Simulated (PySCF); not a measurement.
SMILES Cl[Si](Cl)(Cl)[SiH2][Si](F)(F)F (H2Cl3F3Si3) at its PBE0/def2-SVP optimised geometry (Å):

```
11

Si    -1.2346    -1.7930     1.9074
F     -0.6580    -3.2879     1.9949
F     -0.7842    -1.0295     3.2461
F     -2.8361    -1.8937     1.9289
Si    -0.4811    -0.6975     0.0000
Si    -1.2548    -1.8225    -1.8917
Cl    -3.3070    -1.8207    -1.9081
Cl    -0.5918    -3.7649    -1.8502
Cl    -0.5701    -0.9158    -3.6022
H     -1.0111     0.6975     0.0000
H      1.0111    -0.6975     0.0000
```

Method: PBE0/def2-TZVP run with PySCF.

Map of the log10 of the electron density (e/bohr³), floored at −4 on the plane z = 0.6 Å:

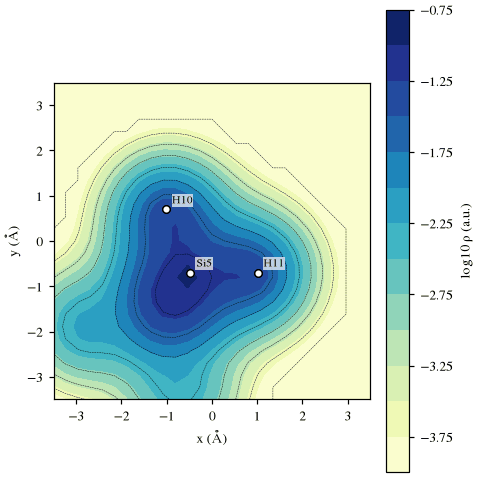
Log10 of the electron density (e/bohr³), floored at −4 on the plane z = 0.6 Å.
